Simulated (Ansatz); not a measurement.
## Run report: Si3H4, nudged elastic band (part 2 of 2)

Continued. System: Si3H4. Method: RKS PBE0-D4/def2-SVP (Ansatz 0.2.0). The run did not end well. It belongs to a series of runs on one base structure; here: band between the two ends.

Geometry of the input (Å):
```
Si -2.7206  -1.2039  -0.1331
Si -0.7033  -0.5388  -0.1785
Si 1.1637  0.8027  0.2454
H  -2.3167  -2.3896  -1.0127
H  1.7291  1.3826  -1.0095
H  0.6175  1.8931  1.1132
H  2.2303  0.0540  0.9752
```

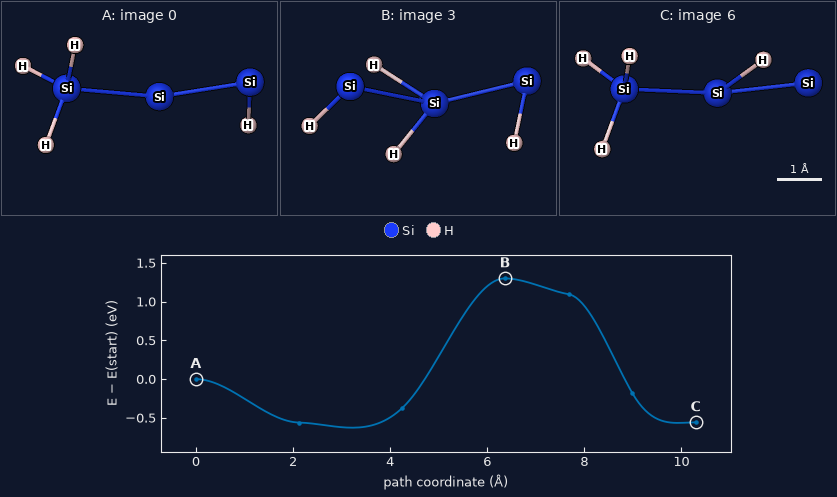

Fig. 1: Images of the last band (counted from 0; ball-and-stick, seen at a tilt) above the energy along the path; the line is a cubic interpolation that uses the forces. The highest image is number 3, 1.300 eV above the start and 1.858 eV above the end (the climbing image); the end lies 0.558 eV below the start. The path is 10.29 Å long. The band had not converged after 60 iterations.

```
Unfinished report: {"positions_ang":[[-2.3868102987720454,-0.6249696257696428,-1.0110375618043905],[-0.588269441795951,0.18124894843112677,-0.0575752219628988],[1.7600796281088609,0.06859427546551446,-0.47478143171176995],[-1.8770113799200403,-1.54789086203736,0.14999578310500059],[0.543884397698241,1.312505623060745,-0.5136898130785496],[0.3775654525972444,-0.1651389527781973,1.0819455418873378],[2.170561652083692,0.7756505936278147,0.8251427035652702]],"unchecked":["starts","cluster_reference","orbital_swaps","neighbouring_geometries","increment"],"mean_field":{"relativity":"none","state":{"energy":{"ev":-23675.873611389758,"hartree":-870.0723071350504},"converged":true,"gradient_ev":0.00003914261079098636,"stability":{"kind":"minimum","curvature_ev":15.590602176007602},"curvature_floor_ev":0.00030000000000000003,"spin_squared":2.4868995751603507e-14},"others":[],"fillings":{"estimated":0,"unestimated":0,"tried":0,"untried":0,"excluded_magnetic_sites":0},"n_dropped_functions":0,"n_trapped_functions":0,"passes":{"evaluations":3,"products":22},"factors":{"origin":"Cholesky decomposition","count":738,"bound_ev":0.0011649321501213826},"gradient_stop_ev":0.00009,"reference_kind":"stationary","functional":{"name":"PBE0","citations":["Adamo & Barone, J. Chem. Phys. 110, 6158 (1999) doi:10.1063/1.478522","Perdew, Burke & Ernzerhof, Phys. Rev. Lett. 77, 3865 (1996) doi:10.1103/PhysRevLett.77.3865"],"text":"name \"PBE0\"\ncite \"Adamo & Barone, J. Chem. Phys. 110, 6158 (1999) doi:10.1063/1.478522\"\ncite \"Perdew, Burke & Ernzerhof, Phys. Rev. Lett. 77, 3865 (1996) doi:10.1103/PhysRevLett.77.3865\"\nparent pbe\nparameter a = 0.25\nparameter kappa = 0.804\nparameter beta = 0.06672455060314922\nexchange = (1 - a)*pbe_x(kappa = kappa, mu = beta*pi^2/3) + a*exact_x\ncorrelation = pbe_c(beta = beta)\n","parameters":{"a":{"value":0.25,"default":0.25},"beta":{"value":0.06672455060314922,"default":0.06672455060314922},"kappa":{"value":0.804,"default":0.804}},"final_grid":{"core_spheres":13.0,"valence_spheres":11.0,"degree":36.0},"final_grid_parameter_source":"default","radial_points_factor":1.0,"radial_grid_error_ev":3.235511906987185e-7,"grid_sensitivity":"normal","grid_sensitivity_ratio":0.001870803151768979},"unsmoothed_excess_ev":-0.000026123381798407458,"symmetry":{"irreps":["A"],"axes":[[0.9719267950604511,0.06532857015970983,-0.22603203968554558],[0.028796324801948322,0.920428733163891,0.38984832799976954],[0.23351461778959554,-0.38541292802292326,0.8927081259803655]],"occupied":[{"A":23},{"A":23}]},"held":{"pivots":738,"left_out":0,"joined":0},"density_repulsion":{"missed_ev":0.00001269790404799596,"excess_ev":0.0,"most_excess_ev":0.0001242,"are_drawn_again":false,"n_first_factors":738,"energy_change_ev":0.0,"n_dropped_ends":0}},"factors":{"origin":"Cholesky decomposition","count":738,"bound_ev":0.0011649321501213826},"n_frozen":0,"n_occupied":[23,23],"n_virtual":[51,51],"reference":{"ev":-23675.873611389758,"hartree":-870.0723071350504},"dispersion":{"energy":{"ev":-0.16506257869302024,"hartree":-0.006065937883534205},"switches_in_reach":[]},"total":{"ev":-23676.03867396845,"hartree":-870.078373072934},"forces_ev_per_angstrom":[[0.001089299489160419,-0.020343065675105756,-0.008505062883663532],[0.009870978123174792,0.0385599497251194,0.012946036846809991],[0.012055197672376212,-0.01206506898074865,0.0006850098763812708],[-0.01568324771263342,0.000414519323413138,-0.007178608693323342],[-0.024942768697379967,-0.0026794065069289854,0.0053773232750894805],[0.002602527964606336,-0.005979686104112059,0.002683391006444543],[0.015008013164614243,0.0020927582087716906,-0.00600808943701522]],"charge_distribution":{"dipole_moment_e_ang":[0.2780617884029713,0.06266892619178929,0.08263910152955867],"mulliken_charges_e":[0.0923521456063181,-0.09407061127758176,0.15280266905024575,-0.06181111864584232,-0.045036426119052786,0.02093071224875409,-0.06516737086282975],"lowdin_charges_e":[0.011529670533906966,-0.07298735413517932,0.15029485977854762,-0.02753421313573856,-0.0004538852467288468,0.023959588399454446,-0.08480866619429528]},"n_threads":1,"memory_gib":1.7045454550534487,"seconds":{"hamiltonian":1.657708478,"orbitals":0.0,"second_order":0.0,"solver_start":0.0,"cycles":0.0,"cycle":0.0,"perturbative":0.0,"full_ci_increment":0.0,"forces":0.0}}
this run last wrote the band of iteration 60 to [file]
Error: NEB band did not converge after 60 iterations: max|band force component| = 3.96e-2 eV/Å (threshold 3.0e-2); raise `neb.max_iterations` in a new run, which can start from the last band evaluated (`neb.initial_path`, with `crystal.atoms` and `neb.final_atoms` set to its first and last images), add images, or start from endpoints closer to local minima. Where this run's directory can be resumed (`checkpoint.write`), a resume goes on for up to `neb.max_iterations` more; to start a new run from the last band, take its images' positions from the `neb_iteration` event of iteration 60 (`data.images[].positions_ang`), in the event stream of the run that computed that iteration (not this run's, if it was resumed behind it). With `checkpoint.write`, `steps/00-neb/state/checkpoint.json` in the run directory holds the last saved band, under `neb.evaluated.images[].positions_ang` (a band under a hybrid functional on support functions is neither saved nor resumed: `neb.initial_path` says where its path is): check the last entry of `neb.iterations` there, which is earlier than 60 if that iteration was not saved or its write failed. If the band's step has no `state` directory and holds `state.next`, a write was cut short, and the file is under `state.next` instead (behind a loss of power it can be under `state.prev`)
this run wrote the band of iteration 60 to [file] as well, whether or not its events were kept: a new run's `neb.initial_path` can list its `images[].positions_ang`
a run's events are kept only if it was started with --events-out <file>, and are in that file
```

### The last band as extended XYZ (Å, eV, eV/Å)
```
7
Properties=species:S:1:pos:R:3:forces:R:3 image=0 energy=-23677.33910
Si   -2.7206   -1.2039   -0.1331    0.0040  -0.0039  -0.0027
Si   -0.7033   -0.5388   -0.1785   -0.0035   0.0000   0.0005
Si    1.1637    0.8027    0.2454    0.0159   0.0083   0.0022
H    -2.3167   -2.3896   -1.0127   -0.0015   0.0017   0.0009
H     1.7291    1.3826   -1.0095   -0.0064  -0.0080   0.0084
H     0.6175    1.8931    1.1132    0.0025  -0.0012  -0.0017
H     2.2303    0.0540    0.9752   -0.0111   0.0031  -0.0076
7
Properties=species:S:1:pos:R:3:forces:R:3 image=1 energy=-23677.89968
Si   -2.6838   -1.7591   -0.2307    0.0008  -0.0095  -0.0043
Si   -0.9054   -0.7542    0.3167    0.0012   0.0002   0.0042
Si    1.0002    0.6095    0.2746   -0.0008  -0.0057   0.0007
H    -1.6322   -0.7384   -1.1632    0.0078   0.0209   0.0060
H     1.4929    0.6901   -1.1322   -0.0050  -0.0083  -0.0027
H     0.6958    1.9780    0.7885   -0.0045  -0.0007  -0.0049
H     2.0325   -0.0260    1.1462    0.0004   0.0031   0.0011
7
Properties=species:S:1:pos:R:3:forces:R:3 image=2 energy=-23677.71393
Si   -2.6998   -0.9909   -0.9227   -0.1599  -0.0697  -0.0071
Si   -0.6050   -0.8767   -0.6525   -0.0236  -0.4943  -0.2218
Si    1.0889    0.4707    0.1359   -0.3270   0.3350   0.1944
H    -1.7790   -1.1166    0.5254    0.1231   0.0508  -0.0201
H     1.0544    1.5161   -0.9183    0.1605   0.2697   0.0128
H     0.4508    0.9052    1.4057    0.0798   0.2950   0.1509
H     2.4898    0.0922    0.4264    0.1471  -0.3865  -0.1091
7
Properties=species:S:1:pos:R:3:forces:R:3 image=3 energy=-23676.03865
Si   -2.3868   -0.6250   -1.0110    0.0011  -0.0203  -0.0085
Si   -0.5883    0.1812   -0.0576    0.0099   0.0386   0.0129
Si    1.7601    0.0686   -0.4748    0.0121  -0.0121   0.0007
H    -1.8770   -1.5479    0.1500   -0.0157   0.0004  -0.0072
H     0.5439    1.3125   -0.5137   -0.0249  -0.0027   0.0054
H     0.3776   -0.1651    1.0819    0.0026  -0.0060   0.0027
H     2.1706    0.7757    0.8251    0.0150   0.0021  -0.0060
7
Properties=species:S:1:pos:R:3:forces:R:3 image=4 energy=-23676.24286
Si   -2.5341   -0.5640   -0.7192   -0.0116   0.0025   0.0294
Si   -0.7111    0.1868    0.1785   -0.0059   0.0117   0.0119
Si    1.7775    0.4759   -0.2435    0.0229   0.0041   0.0422
H    -1.5396   -1.5763    0.0337    0.0140   0.0215   0.0253
H     0.4491    1.3452   -0.5216    0.0071  -0.0179  -0.0492
H     0.7194   -0.7404    0.0465    0.0169  -0.0376  -0.1110
H     1.8388    0.8728    1.2256   -0.0434   0.0157   0.0515
7
Properties=species:S:1:pos:R:3:forces:R:3 image=5 energy=-23677.51384
Si   -2.6548   -0.7570   -0.7461   -0.1988  -0.0850  -0.0500
Si   -1.1041   -0.0802    0.5408   -0.5199  -0.1792   0.3882
Si    1.0824    0.5598    0.1650   -0.8105  -0.2221   0.5002
H    -1.2922   -1.6105   -0.1860    0.0821   0.1426   0.0868
H     0.6790    1.7688   -0.5654    0.5524   0.3946  -0.4553
H     1.3469   -0.6926   -0.5512    0.7313  -0.0705  -0.5220
H     1.9430    0.8117    1.3429    0.1635   0.0196   0.0520
7
Properties=species:S:1:pos:R:3:forces:R:3 image=6 energy=-23677.89696
Si   -2.9070   -1.3569   -0.1711    0.0009   0.0040   0.0008
Si   -1.2082   -0.1480    0.1851   -0.0089   0.0002   0.0035
Si    0.9978    0.6426    0.1783    0.0102  -0.0043  -0.0052
H    -1.2651   -1.5344   -0.7034    0.0048  -0.0043  -0.0032
H     1.0482    2.0153   -0.4063   -0.0022   0.0017  -0.0001
H     1.8020   -0.3005   -0.6543   -0.0042   0.0020   0.0021
H     1.5323    0.6820    1.5716   -0.0006   0.0007   0.0021
```

### What the run reported

- outcome: not converged
- barrier, forward (band not converged): 1.300 eV
- barrier, backward: 1.858 eV
- wall time: 9.9 min
- peak memory: 0.16 GiB

### Diagnosis

The run did not converge: “NEB band did not converge after 60 iterations: max|band force component| = 3.96e-2 eV/Å (threshold 3.0e-2); raise `neb.max_iterations` in a new run, which can start from the last band evaluated (`neb.initial_path`, with `crystal.atoms` and `neb.final_atoms` set to its first and last images), add images, or start from endpoints closer to local minima …” Its last values are not results.
